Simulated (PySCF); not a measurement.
**CH8Ge3O2 (SMILES O=[C](O)[GeH]([GeH3])[GeH3]): density, localisation and related maps**

| atom | x (Å) | y (Å) | z (Å) |
| --- | --- | --- | --- |
| O | -1.2683 | -2.3560 | 1.3339 |
| C | -1.0442 | -1.5004 | 0.5248 |
| O | -1.6236 | -1.4619 | -0.6802 |
| Ge | 0.1818 | 0.0468 | 0.7046 |
| Ge | -1.0259 | 1.9706 | -0.0598 |
| Ge | 2.2524 | -0.4109 | -0.4160 |
| H | -2.2336 | -2.2097 | -0.8104 |
| H | 0.4546 | 0.1346 | 2.1962 |
| H | -2.3140 | 2.1797 | 0.6802 |
| H | -0.2669 | 3.2573 | 0.0853 |
| H | -1.4026 | 1.8934 | -1.5083 |
| H | 3.2443 | 0.7062 | -0.2661 |
| H | 2.1006 | -0.6088 | -1.8964 |
| H | 2.9449 | -1.6412 | 0.0900 |

Geometry: GFN2-xTB.

Level of theory: PySCF 2.14.0, CAM-B3LYP/def2-SVPD, SCF density, gas phase.

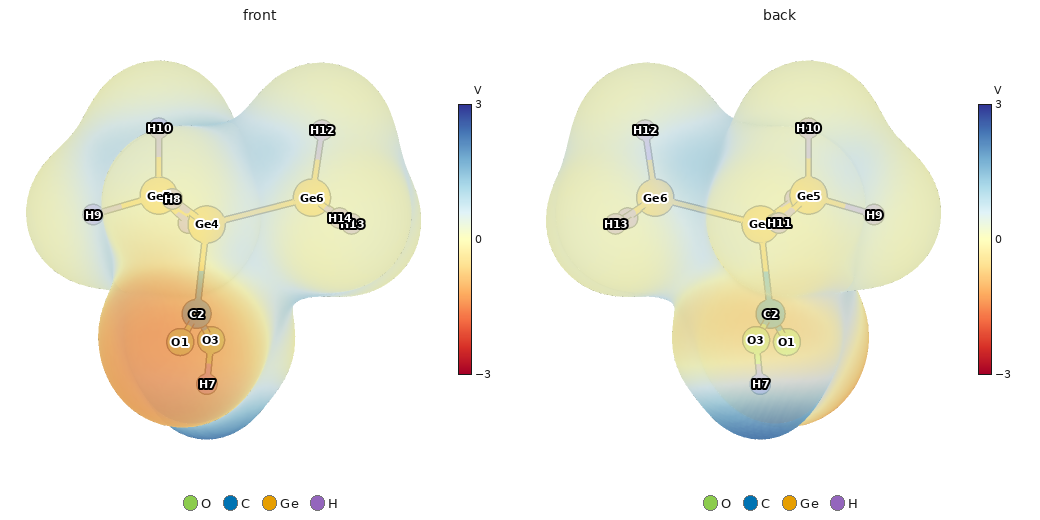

Figure 1. The electrostatic potential painted on the density surface at 0.001 e/bohr³, seen from the front and from behind; red is negative and blue positive.

> Where is the surface potential most negative and most positive?

The most negative region (about −1.4 V, or −32 kcal/mol for a unit charge) lies over O1, the most positive (about +2.2 V, or +51 kcal/mol for a unit charge) over H7. O1 is the likeliest acceptor of a hydrogen bond.

> How polar is the molecule by this calculation?

Its dipole moment is 1.67 D.

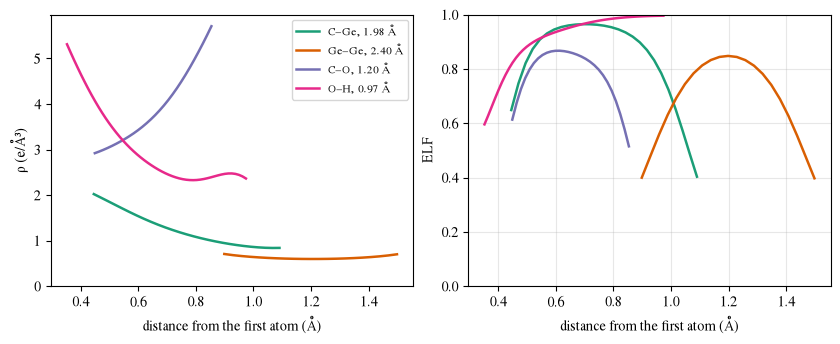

Figure 2. Total electron density and ELF along straight lines between neighbouring atoms. The curves leave out the atomic cores.

> Compare the contacts.

C–Ge (1.98 Å): ρ at the midpoint is about 0.87 e/Å³; the ELF peaks at about 0.95 in the valence shell of C, 0.7 Å from its nucleus, and is about 0.70 at the midpoint.
Ge–Ge (2.40 Å): the density is about 0.6 e/Å³ at the midpoint; the ELF peaks at about 0.85 between the atoms: a covalent bond.
C–O (1.20 Å): the density is about 3.4 e/Å³ at the midpoint; the ELF peaks at about 0.85 between the atoms; a multiple bond.
O–H (0.97 Å): ρ is about 3.7 e/Å³ halfway; the ELF climbs to about 1 towards the hydrogen, as it does in any bond to H: a covalent bond by its length.
